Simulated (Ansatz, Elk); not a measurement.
## How far do independent atoms describe PPt3?

Structure refinements treat a crystal as free atoms side by side. For a made-up structure of PPt3 (cell and positions from a PBE relaxation) the runs below show what the calculated density changes in F(hkl).

Main program and level: Elk 11.2.3 (patched build); DFT, PBE, all-electron APW+lo, Dirac cores, scalar-relativistic bands, static density, no spin.

The structure was built from a prototype and need not be the compound's stable phase.

### Step 1. The starting structure

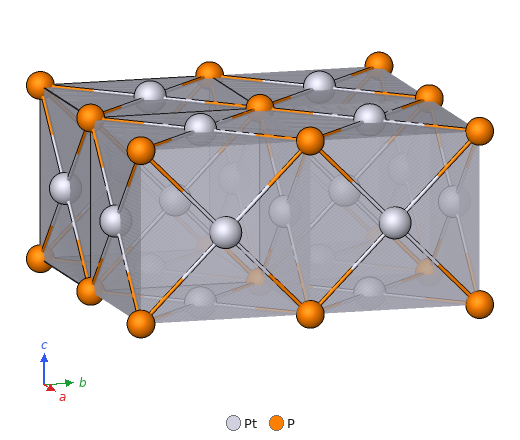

The starting structure, seen slightly off an axis (platinum light grey, phosphorus orange). 2×2×1 cells are drawn. Some periodic images of atoms are drawn too.

### Step 2. Ground state and structure factors

An all-electron density is needed, since X-rays see the cores too. Task 0 finds the density and task 195 Fourier-transforms it; tshift is off so that phases refer to the origin typed.

The input, elk.in:

```
tasks
  0
  195

xctype
  20

spinpol
  .false.

rgkmax
  7.0

gmaxvr
  14.0

lmaxo
  7

lmaxapw
  8

swidth
  0.002

tshift
  .false.

ramdisk
  .false.

hmaxvr
  5.5

maxscl
  120

epspot
  1e-06

sppath
  './'

avec
  7.46305432282 -0.00000000000 -0.00000000000
  -0.00000000000 7.46305432282 0.00000000000
  -0.00000000000 0.00000000000 7.46305432282

atoms
  2
  'Pt.in'
  3
  0.5000000000 0.5000000000 0.0000000000   0.000000 0.000000 0.000000
  0.5000000000 0.0000000000 0.5000000000   0.000000 0.000000 0.000000
  -0.0000000000 0.5000000000 0.5000000000   0.000000 0.000000 0.000000
  'P.in'
  1
  0.0000000000 0.0000000000 -0.0000000000   0.000000 0.000000 0.000000

ngridk
  6 6 6
```

Started as:

```bash
OMP_NUM_THREADS=4 elk
```

Numbers of over 12 decimals in the logs are rounded to 6 here.

Output:

```text
┌─────────────────────────┐
│ Elk code version 11.2.3 │
└─────────────────────────┘

All units are atomic (Hartree, Bohr, etc.)

┌─────────────────────────────────────────────────┐
│ Ground-state run starting from atomic densities │
└─────────────────────────────────────────────────┘

Lattice vectors :
   7.463054323      -0.000000000      -0.000000000
  -0.000000000       7.463054323       0.000000000
  -0.000000000       0.000000000       7.463054323

Reciprocal lattice vectors :
  0.8419053427       0.000000000       0.000000000
   0.000000000      0.8419053427       0.000000000
   0.000000000       0.000000000      0.8419053427

Unit cell volume      :    415.6710787
Brillouin zone volume :   0.5967463848

Muffin-tin inner radius fraction :   0.1000000000E-01

Nuclei treated as point charges

Species : 1 (Pt)
 parameters loaded from : Pt.in
 name : platinum
 nuclear charge    :   -78.00000000
 electronic charge :    78.00000000
 atomic mass :    355605.4401
 muffin-tin radius :    2.613588160
 number of radial points in muffin-tin :   1393
 inner part over the whole radius :   0.9907945442E-02
 number on inner part of muffin-tin    :    998
 approximate nuclear radius :   0.1029052813E-03
 number of mesh points to nuclear radius :    525
 atomic positions (lattice), magnetic fields (Cartesian) :
  1 :   0.50000000  0.50000000  0.00000000    0.00000000  0.00000000  0.00000000
  2 :   0.50000000  0.00000000  0.50000000    0.00000000  0.00000000  0.00000000
  3 :   0.00000000  0.50000000  0.50000000    0.00000000  0.00000000  0.00000000

Species : 2 (P)
 parameters loaded from : P.in
 name : phosphorus
 nuclear charge    :   -15.00000000
 electronic charge :    15.00000000
 atomic mass :    56461.71230
 muffin-tin radius :    2.200000000
 number of radial points in muffin-tin :    793
 inner part over the whole radius :   0.9987340520E-02
 number on inner part of muffin-tin    :    554
 approximate nuclear radius :   0.6081821256E-04
 number of mesh points to nuclear radius :    248
 atomic positions (lattice), magnetic fields (Cartesian) :
  1 :   0.00000000  0.00000000  0.00000000    0.00000000  0.00000000  0.00000000

Total number of atoms per unit cell :    4
Total muffin-tin volume :    268.9497855
 ratio of muffin-tin to unit cell volume :   0.6470254952

Spin treatment :
 spin-unpolarised

Number of Bravais lattice symmetries :   48
Number of crystal symmetries         :   48
Crystal has inversion symmetry
Real symmetric eigensolver will be used

k-point grid :      6     6     6
k-point offset :    0.000000000       0.000000000       0.000000000
k-point set is reduced with full crystal symmetry group
Total number of k-points :       20

Muffin-tin radius times maximum |G+k| :    7.000000000
 using average radius
Maximum |G+k| for APW functions       :    2.788632285
Maximum (1/2)|G+k|²                   :    3.888235012
Maximum |G| for potential and density :    14.00000000
Constant for pseudocharge density :    9
 order of it for each species :   16  16
 order of it for pair densities of each species (exact exchange by exxq0 0: 17) :   11   6
Radial integration step length :    1

G-vector grid sizes :     35    35    35
Number of G-vectors :    19309

Maximum angular momentum used for
 APW functions            :    8
 outer part of muffin-tin :    7
 inner part of muffin-tin :    2

Total nuclear charge    :   -249.0000000
Total core charge       :    154.0000000
Total valence charge    :    95.00000000
Total excess charge     :    0.000000000
Total electronic charge :    249.0000000

Effective Wigner radius, rₛ :   0.7359030745

Number of empty states         :     16
Total number of valence states :     64
Total number of core states    :    154

Third-order local-orbitals added for an l without core states : T
Total number of local-orbitals :    119

Exchange-correlation functional :     20     0     0
 Perdew-Burke-Ernzerhof, Phys. Rev. Lett. 77, 3865 (1996)
 gradient requirement :    1
[...]
electron entropic           :    -0.20313848392194E-02
 total energy                :     -55684.011646080

Density of states at Fermi energy :    153.0365057
 (states/Hartree/unit cell)

Estimated indirect band gap :   0.1816757630E-02
 from k-point 12 to k-point 2
Estimated direct band gap   :   0.4306380127E-02
 at k-point 18

Charges :
 core                        :    154.0000000
 valence                     :    95.00000000
 interstitial                :    5.755748608
 muffin-tins (core leakage)
  species : 1 (Pt)
   atom 1                    :    76.66620859     (  0.4604908489E-03)
   atom 2                    :    76.66620859     (  0.4604908489E-03)
[...]
species : 2 (P)
[...]
total in muffin-tins        :    243.2442514
 total calculated charge     :    248.9958944
 total charge                :    249.0000000
 error                       :   0.4105640716E-02

RMS change in Kohn-Sham potential (target) :   0.3016385460     (  0.1000000000E-05)
Absolute change in total energy (target)   :   0.7727301233     (  0.1000000000E-03)

[... loops 3 to 15 left out ...]

┌──────────────────┐
│ Loop number : 16 │
└──────────────────┘

Energies :
 Fermi                       :     0.382114
 sum of occupied eigenvalues :     -34180.643174400
 electron kinetic            :      63672.703718311
 core electron kinetic       :      61193.145645570
 Coulomb                     :     -118259.76355394
 Coulomb potential           :     -96420.508875055
 nuclear-nuclear             :     -5210.8968593925
 electron-nuclear            :     -129804.60259860
 Hartree                     :      16755.735904051
 Madelung                    :     -70049.509116410
 xc potential                :     -1432.8380176562
 exchange                    :     -1080.1219285955
 correlation                 :     -15.029692071796
 electron entropic           :    -0.21578386180984E-02
 total energy                :     -55682.213614132

Density of states at Fermi energy :    172.8060990
 (states/Hartree/unit cell)

Estimated indirect band gap :   0.1614537852E-02
 from k-point 2 to k-point 12
Estimated direct band gap   :   0.4670716753E-02
 at k-point 5

Charges :
 core                        :    154.0000000
 valence                     :    95.00000000
 interstitial                :    5.211328800
 muffin-tins (core leakage)
  species : 1 (Pt)
[...]
species : 2 (P)
[...]
total in muffin-tins        :    243.7886712
 total calculated charge     :    248.9960470
 total charge                :    249.0000000
 error                       :   0.3952983446E-02

RMS change in Kohn-Sham potential (target) :   0.3693906476E-07 (  0.1000000000E-05)
Absolute change in total energy (target)   :   0.4777342110E-04 (  0.1000000000E-03)

Convergence targets achieved

┌──────────────────┐
│ Loop number : 17 │
└──────────────────┘

Energies :
 Fermi                       :     0.382114
 sum of occupied eigenvalues :     -34180.643174384
 electron kinetic            :      63672.703719582
 core electron kinetic       :      61193.145646161
 Coulomb                     :     -118259.76355518
 Coulomb potential           :     -96420.508876310
 nuclear-nuclear             :     -5210.8968593925
 electron-nuclear            :     -129804.60259996
 Hartree                     :      16755.735904181
 Madelung                    :     -70049.509117021
 xc potential                :     -1432.8380176556
 exchange                    :     -1080.1219286121
 correlation                 :     -15.029692068007
 electron entropic           :    -0.21578385359698E-02
 total energy                :     -55682.213614112

Density of states at Fermi energy :    172.8060921
 (states/Hartree/unit cell)

Estimated indirect band gap :   0.1614537617E-02
 from k-point 2 to k-point 12
Estimated direct band gap   :   0.4670716684E-02
 at k-point 5

Charges :
 core                        :    154.0000000
 valence                     :    95.00000000
 interstitial                :    5.211328733
 muffin-tins (core leakage)
  species : 1 (Pt)
[...]
atom 2                    :    76.90760775     (  0.4216500438E-03)
   atom 3                    :    76.90760775     (  0.4216500438E-03)
  species : 2 (P)
   atom 1                    :    13.06584802     (  0.2929926045E-03)
 total in muffin-tins        :    243.7886713
 total calculated charge     :    248.9960470
 total charge                :    249.0000000
 error                       :   0.3952983468E-02

┌──────────────────────────────┐
│ Self-consistent loop stopped │
└──────────────────────────────┘

Warning : core states of species 1 leak from the muffin-tin :   0.4216500438E-03

Warning : core states of species 2 leak from the muffin-tin :   0.2929926045E-03

Wrote STATE.OUT
```

The job ended after 20 s (4 threads of Intel Xeon Platinum 8488C (Sapphire Rapids), shared host; peak memory 0.23 GiB).

SFACRHO.OUT:

```text

h k l indices transformed by vhmat matrix:
   1.000000000       0.000000000       0.000000000    
   0.000000000       1.000000000       0.000000000    
   0.000000000       0.000000000       1.000000000    

      h      k      l  multipl.   |H|            Re(F)            Im(F)           |F|

      0      0      0      1   0.0000000       249.00000     -0.19897910E-16   249.00000    
     -1      0      0      6  0.84190534      -59.772464     -0.17254957E-13   59.772464    
      1     -1      0     12   1.1906340      -57.003771      0.93195907E-14   57.003771    
     -1     -1     -1      8   1.4582228       203.46977      0.47220534E-13   203.46977    
      0      0     -2      6   1.6838107       194.89787      0.30668269E-13   194.89787    
     -1     -2      0     24   1.8825576      -50.928441     -0.14623964E-13   50.928441    
      1     -2      1     24   2.0622385      -49.284737     -0.28333771E-13   49.284737    
      0      2     -2     12   2.3812679       171.57987     -0.15156124E-13   171.57987    
      0     -3      0      6   2.5257160      -45.415647     -0.39071224E-13   45.415647    
     -1      2     -2     24   2.5257160      -45.416518     -0.27815734E-13   45.416518    
      3      1      0     24   2.6623385      -44.401560      0.94052243E-17   44.401560    
      1     -3      1     24   2.7922841       159.60820      0.12379650E-13   159.60820    
     -2      2      2      8   2.9164457       156.15644     -0.24356116E-13   156.15644    
     -3      2      0     24   3.0355329      -41.596683     -0.35735585E-13   41.596683    
     -3      1      2     48   3.1501213      -40.818540      0.21719844E-14   40.818540    
      0     -4      0      6   3.3676214       144.72547      0.45043668E-13   144.72547    
      2     -2     -3     24   3.4712647      -38.721136     -0.20641585E-13   38.721136    
      4     -1      0     24   3.4712647      -38.787803     -0.11040662E-13   38.787803
```

Elk indexes on the primitive cell of elk.in and gives |H| = 4π sin θ/λ in inverse bohr. Below, one row stands for each form hkl of the conventional cell (m members, Friedel mates merged), F is for one primitive cell and the density is static (no thermal factor). Free-atom factors are Waasmaier and Kirfel's, and R is Σm||F|−|F'||/Σm|F|.

| hkl | m | sin θ/λ (Å⁻¹) | abs F, DFT | neutral atoms | diff. |
| --- | --- | --- | --- | --- | --- |
| 100 | 6 | 0.127 | 59.773 | 59.855 | -0.083 |
| 110 | 12 | 0.179 | 57.004 | 57.147 | -0.143 |
| 111 | 8 | 0.219 | 203.470 | 204.109 | -0.639 |
| 200 | 6 | 0.253 | 194.898 | 195.533 | -0.635 |
| 210 | 24 | 0.283 | 50.928 | 51.014 | -0.085 |
| 211 | 24 | 0.310 | 49.285 | 49.411 | -0.126 |
| 220 | 12 | 0.358 | 171.580 | 171.717 | -0.137 |
| 300 | 6 | 0.380 | 45.416 | 45.442 | -0.026 |
| 221 | 24 | 0.380 | 45.416 | 45.442 | -0.025 |
| 310 | 24 | 0.400 | 44.402 | 44.342 | +0.060 |
| 311 | 24 | 0.420 | 159.608 | 159.470 | +0.138 |
| 222 | 8 | 0.439 | 156.156 | 156.024 | +0.132 |
| 320 | 24 | 0.457 | 41.597 | 41.544 | +0.053 |
| 321 | 48 | 0.474 | 40.819 | 40.750 | +0.069 |

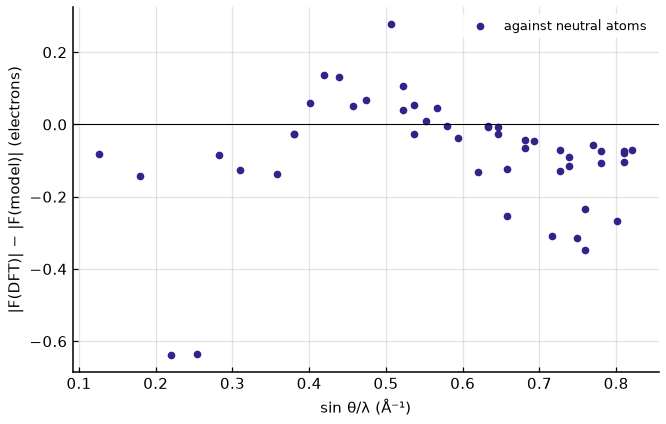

Difference between the calculated structure factors and the independent-atom ones.

### Step 3. The highest occupied states alone

An energy window below the Fermi level keeps the highest occupied states, to see at which angles they scatter; shallow core shells can lie inside it and anion s states outside. No new self-consistency is needed.

Edit elk.in of step 2 so:

```diff
@@ -1,3 +1,2 @@
 tasks
-  0
   195
@@ -40,2 +39,5 @@
 
+wsfac
+  -0.169130 0.682110
+
 sppath
```

Started as:

```bash
OMP_NUM_THREADS=4 elk
```

Output:

```text
┌─────────────────────────────────┐
│ Elk code version 11.2.3 started │
└─────────────────────────────────┘

Info(readinput): the functional depends on the density's gradient
 muffin-tin radial points multiplied by    2.00000
 (not where nrmtscf is given)

┌────────────────────┐
│ Current task : 195 │
└────────────────────┘
Info(checkmt): changed muffin-tin radius of species 1 (Pt) from   2.8000 to   2.6136

Info(sfacrho): density structure factors written to SFACRHO.OUT

 Energy window :  -0.1691300000      0.6821100000

┌──────────────────┐
│ Elk code stopped │
└──────────────────┘
```

Elapsed: 4.6 s, on 4 threads; peak memory 0.16 GiB.

States within 15 eV below the Fermi level hold 35.00 electrons; any levels below the window count with the cores. Their amplitudes can exceed the total, where window and core parts have opposite phase:

| hkl | sin θ/λ (Å⁻¹) | abs F, window | abs F, all |
| --- | --- | --- | --- |
| 100 | 0.127 | 3.734 | 59.773 |
| 110 | 0.179 | 2.752 | 57.004 |
| 111 | 0.219 | 8.859 | 203.470 |
| 200 | 0.253 | 5.776 | 194.898 |
| 210 | 0.283 | 1.187 | 50.928 |
| 211 | 0.310 | 0.817 | 49.285 |
| 220 | 0.358 | 0.823 | 171.580 |
| 300 | 0.380 | 0.244 | 45.416 |
| 221 | 0.380 | 0.245 | 45.416 |
| 310 | 0.400 | 0.185 | 44.402 |

[end of part 1 of 2]

[Logs are printed without paths, hosts, clocks, repeated set-up lines and the standing remarks that a program may print on its own settings, such as how far it seeks lower states.]

[Hosts, paths, dates, database ids (printed as entryN), source tags and the programs' standing remarks are cut or masked in the printed files.]
